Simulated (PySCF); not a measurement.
**[TcS4]- (S₄Tc, charge −1): what the electrons do**

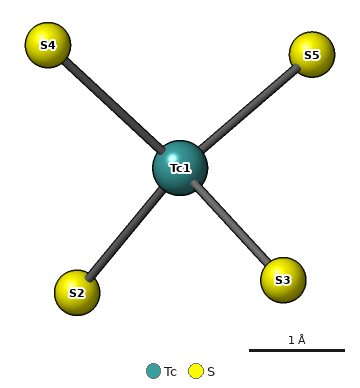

The molecule, with its atoms numbered as below. No frequency check shows the geometry to be a minimum.

Coordinates in Å:

```
Tc1     -0.0001   -0.0010    0.0004
S2       0.4714    1.2477   -1.6977
S3      -0.4712    1.2473    1.6976
S4       1.6998   -1.2464    0.4702
S5      -1.6998   -1.2460   -0.4712
```

## 1. Bonding charge

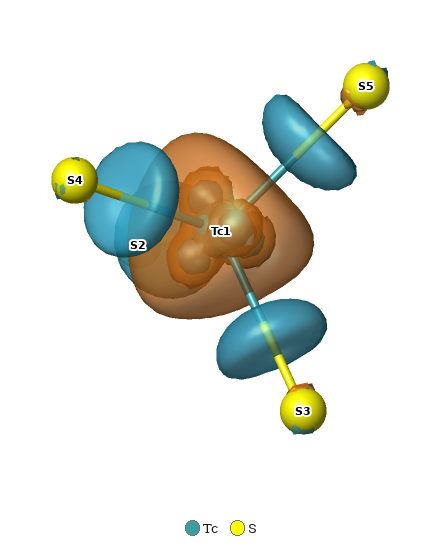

Deformation density (molecule less spherical, spin-averaged free atoms at the same positions), surfaces at ±0.09 e/Å³; light blue: gain, orange: loss.

Computed with PySCF, PBE0/def2-SVPD, geometry: GFN2-xTB. Core potentials replace the inner electrons of Tc; spin–orbit coupling isn't included. This is a single-reference result, which may miss multireference character in this system.

> How much density has each bond gained at its critical point, relative to the free atoms?

Tc1–S3, Tc1–S4, Tc1–S5 and Tc1–S2: +0.18 e/Å³ at the bond critical point (bond length 2.16 Å). In all, 1.7 electrons gather in the regions of gain relative to the promolecule of neutral atoms (this includes the anion's extra charge).

## 2. Bond critical points

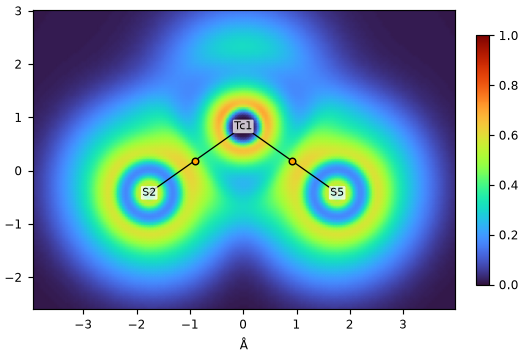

Localised orbital locator (LOL) in the plane of Tc1, S2 and S5, with bond paths and bond critical points (dots).

> What values does LOL take at the bond critical points in this plane?

Tc1–S5 and Tc1–S2: about 0.52. Values above 0.5 mark slow, localised electrons, as in shared pairs; low values at a critical point mark a polar or closed-shell contact whose critical point lies between the shells.

## 3. Local ionisation energy

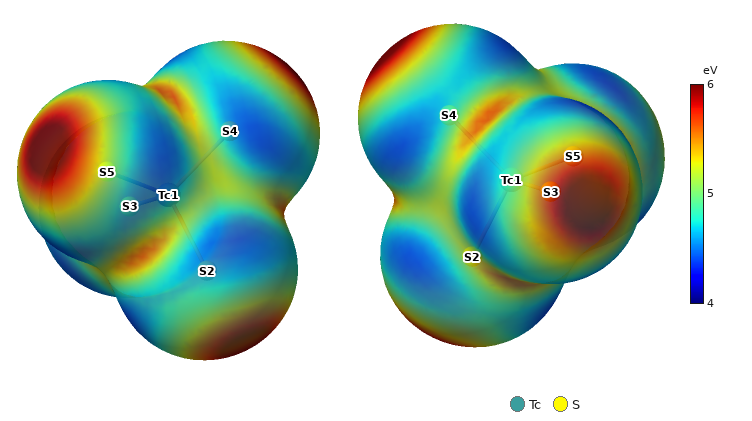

Average local ionisation energy on the surface of electron density 0.001 a.u. (back view left, front view right).

> Where are the most loosely bound electrons on this surface?

The lowest value is 4.4 eV, 2.3 Å from S3, and at like points elsewhere. For comparison, the highest occupied orbital lies at −2.7 eV.

> What volume does the surface enclose?

About 174 Å³.

The PySCF run shown took 20 s on 1 thread of Arm Neoverse V1, with other jobs on the host.
